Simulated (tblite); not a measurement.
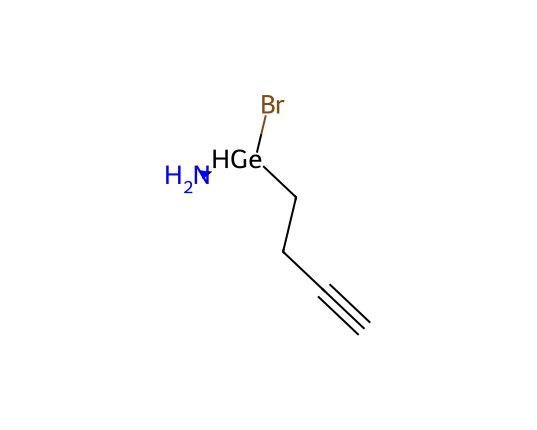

Source: calculation with tblite.

A structural formula.

Q: Give its SMILES.

A: C#CC[CH2][Ge@@H]([NH2])[Br]

Q: Give the formula, hydrogens included.

A: C4H8BrGeN.

Q: An optimisation with GFN2-xTB gave a structure of which point group?

A: C1.
